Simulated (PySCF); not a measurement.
# C3H9NOSi2: electronic excitations

Aim: predict the electronic excitations of C3H9NOSi2 (`O[Si@@H]1CC=CN1[SiH3]`).

Computed with PySCF 2.14.0, with density-fitted response routines of our own, on a single molecule in the gas phase. Atoms are numbered from 0 throughout.

## 1. The molecule as given

16 atoms, charge 0, multiplicity 1; geometry from: GFN2-xTB.

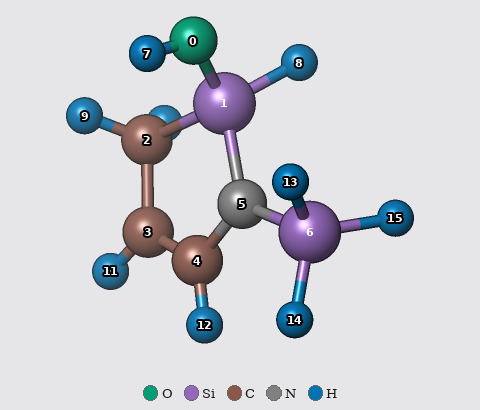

As it starts; oxygen teal, silicon purple, carbon brown, nitrogen grey, hydrogen blue, atoms numbered; sticks join atoms by distance.

## 2. Ultraviolet spectrum: CAM-B3LYP/def2-SVPD

The job: settings as JSON, then the geometry in Å.

```
{"job": {"kind": "uv", "xc": "CAM-B3LYP", "basis": "def2-SVPD", "nstates": 8, "ntriplets": 3}, "charge": 0, "multiplicity": 1}
O      0.170445     2.350503     0.748528
Si    -0.207648     1.207821    -0.344153
C     -1.939353     0.424496    -0.284569
C     -1.635928    -1.031850    -0.079275
C     -0.351976    -1.347657     0.028957
N      0.591753    -0.323498    -0.039667
Si     2.299316    -0.586220     0.062019
H      0.079914     2.192805     1.685650
H      0.226079     1.839448    -1.579831
H     -2.569156     0.804197     0.523668
H     -2.507059     0.567206    -1.204517
H     -2.428332    -1.758417    -0.019298
H      0.021297    -2.347271     0.183135
H      2.840725     0.361178     1.039651
H      2.478982    -1.965487     0.517055
H      2.923343    -0.378309    -1.248763
```

Level: TDDFT CAM-B3LYP/def2-SVPD, vertical, gas phase, core orbitals frozen in the response.

Command:

```sh
> OMP_NUM_THREADS=1 python probes_run.py task.json out
```

The driver reads the jobs from task.json and runs them one after another.

Output:

```text
coarse grid: 14240 points
cycle   1  E = -828.0723987603  dE =  1.051e+00  |g| = 7.452e-01  |ddm| = 7.354e+00
cycle   2  E = -828.0323699189  dE =  4.003e-02  |g| = 9.061e-01  |ddm| = 2.065e+00
cycle   3  E = -828.1859053338  dE = -1.535e-01  |g| = 7.616e-02  |ddm| = 9.589e-01
cycle   4  E = -828.1868501811  dE = -9.448e-04  |g| = 3.974e-02  |ddm| = 1.834e-01
cycle   5  E = -828.1872146036  dE = -3.644e-04  |g| = 7.744e-03  |ddm| = 6.952e-02
cycle   6  E = -828.1872279322  dE = -1.333e-05  |g| = 2.290e-03  |ddm| = 1.850e-02
cycle   7  E = -828.1872291222  dE = -1.190e-06  |g| = 6.500e-04  |ddm| = 5.081e-03
final grid: 128024 points
cycle   8  E = -828.3086876267  dE = -2.632e-05  |g| = 2.693e-03  |ddm| = 8.114e-02
cycle   9  E = -828.3086878917  dE = -2.649e-07  |g| = 2.606e-03  |ddm| = 1.083e-02
cycle  10  E = -828.3086896308  dE = -1.739e-06  |g| = 2.602e-04  |ddm| = 4.534e-03
cycle  11  E = -828.3086896418  dE = -1.099e-08  |g| = 1.724e-04  |ddm| = 6.428e-04
cycle  12  E = -828.3086896477  dE = -5.862e-09  |g| = 2.842e-05  |ddm| = 2.689e-04
cycle  13  E = -828.3086896479  dE = -2.021e-10  |g| = 1.016e-05  |ddm| = 6.320e-05
converged SCF energy = -828.3086896479

Static polarisability (au): isotropic 92.563, principal 74.821 92.071 110.798

Singlet excitations
state   eV       nm        f      main configurations
  1   5.3580    231.4   0.00546   H->L 0.79, H->L+1 0.09
  2   5.6503    219.4   0.05603   H->L+1 0.60, H->L+2 0.15, H->L+4 0.14
  3   5.8706    211.2   0.02090   H->L+3 0.78
  4   6.2545    198.2   0.05012   H->L+4 0.61, H->L+1 0.15, H->L 0.09
  5   6.4671    191.7   0.01410   H->L+2 0.46, H->L+5 0.21, H->L+4 0.15
  6   6.5129    190.4   0.01351   H->L+5 0.39, H->L+2 0.24, H->L+6 0.23
  7   6.8240    181.7   0.06842   H->L+7 0.86
  8   6.9001    179.7   0.00209   H->L+6 0.55, H->L+5 0.30

Triplet excitations (Tamm-Dancoff, eV): 3.9564 5.2681 5.7052
```

Run time: 86 s. Hardware: 1 thread of Arm Neoverse N1, shared host; peak memory 1 GiB.

The orbitals next to the gap, with their largest atomic shares:

| orbital | eV | atoms |
| --- | --- | --- |
| HOMO−3 | -10.93 | O0 20 %, N5 19 %, Si1 16 % |
| HOMO−2 | -10.61 | Si6 20 %, N5 20 %, C4 15 % |
| HOMO−1 | -9.77 | C2 31 %, O0 18 %, Si1 17 % |
| HOMO | -7.20 | C3 30 %, N5 28 %, C4 20 % |
| LUMO | 0.89 | O0 24 %, Si1 20 %, H7 15 % |
| LUMO+1 | 1.41 | Si6 29 %, H15 9 %, C4 8 % |
| LUMO+2 | 1.52 | Si6 49 %, H14 9 %, H15 9 % |

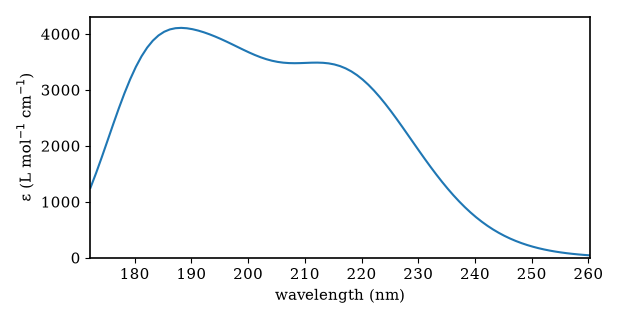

Absorption spectrum: each of the 8 states is a Gaussian band of 0.4 eV half-width at 1/e. Beyond the last state computed it falls off for lack of states.

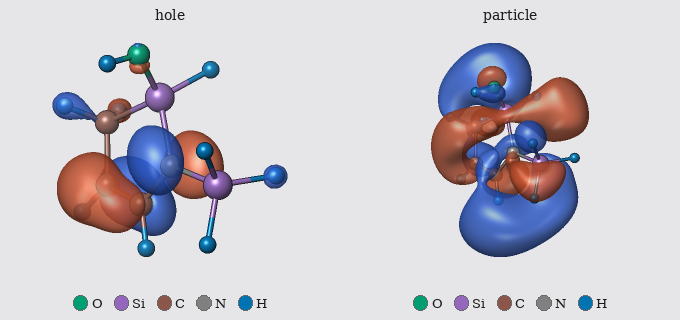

Leading natural transition orbitals of singlet state 7: the electron leaves the hole (left) for the particle orbital (right).

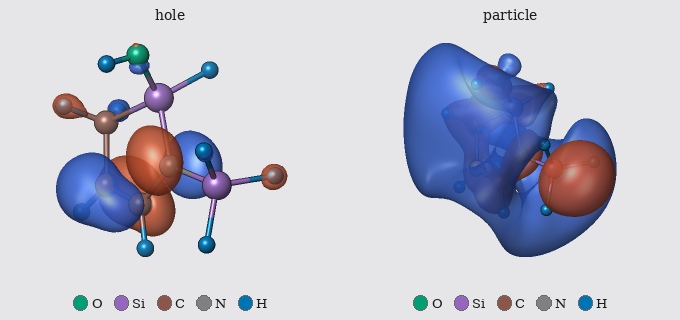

Leading natural transition orbitals of singlet state 1: the electron leaves the hole (left) for the particle orbital (right).

Ground-state properties from the same run:

| property | computed |
| --- | --- |
| dipole moment (D) | 1.20 |
| polarisability (Å³) | 13.72 |
| HOMO–LUMO gap (eV) | 8.09 |
| −ε(HOMO) (eV) | 7.20 |

Orbitals, density, ELF and potential are computed afterwards from the orbital file.

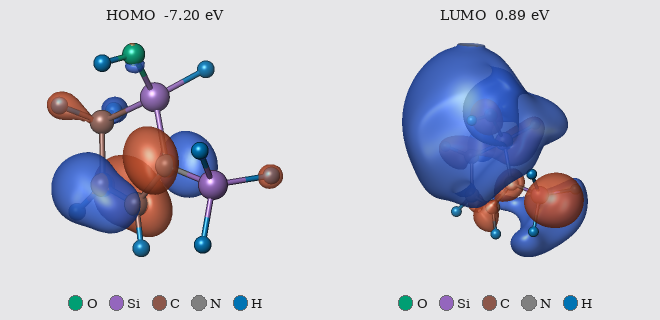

Frontier orbitals at CAM-B3LYP/def2-SVPD; each surface holds 70 % of the orbital's density, blue and red mark the sign. The LUMO is diffuse and is cut off by the edge of the grid.

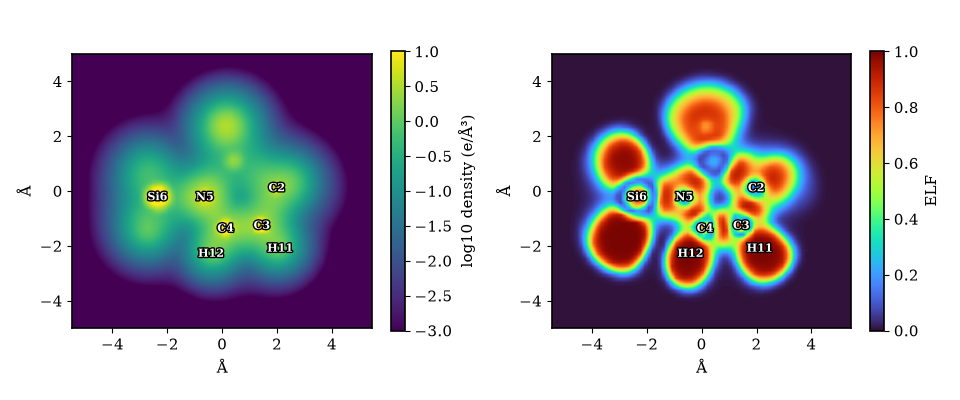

Density (left) and ELF (right) in a plane through or near 7 of the atoms.

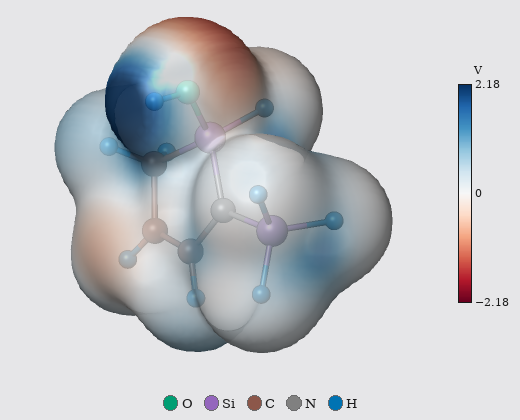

Electrostatic potential on the surface of density 0.002 e/bohr³; red is low, blue high. It runs from -1.21 V near O0 to 2.18 V near H7.

## 3. Summary of results

| quantity | value |
| --- | --- |
| lowest singlet (CAM-B3LYP/def2-SVPD) | 5.36 eV (231 nm), f = 0.005 |
| brightest single state of those computed | state 7, 6.82 eV, f = 0.068 |
| lowest triplet | 3.96 eV |
| surface potential, least and greatest | -1.21 V and 2.18 V |

**Reading.** The lowest singlet, at 5.36 eV, is HOMO→LUMO 0.79, HOMO→LUMO+1 0.09 and is weak; of the 8 states computed, the strongest absorption comes from state 7 at 6.82 eV. The lowest triplet lies 1.40 eV below the lowest singlet (triplets in Tamm-Dancoff, singlets in full TDDFT).
